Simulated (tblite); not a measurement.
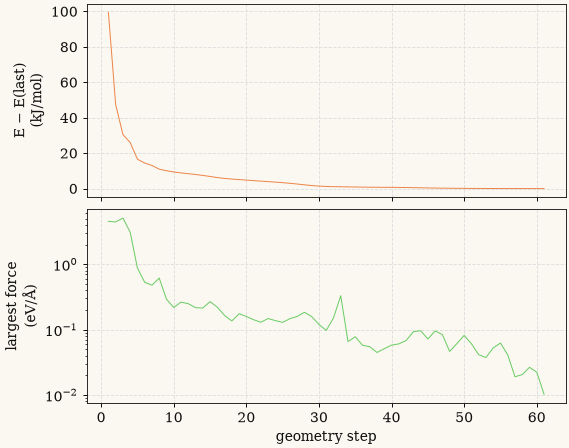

History of a geometry optimisation.

- system: C5H3BNO4 (SMILES C=C[B-]1(C#N)OC(=O)C(=O)O1) (charge −1)
- method: GFN2-xTB geometry optimisation, gas phase in tblite

> How did it end, and what did it gain?

The optimisation met its thresholds at geometry 61, counting the start as the first. The energy fell by about 99 kJ/mol from the first step to the last. The largest force goes from about 4.5 eV/Å at the start to 0.01 eV/Å at the end.
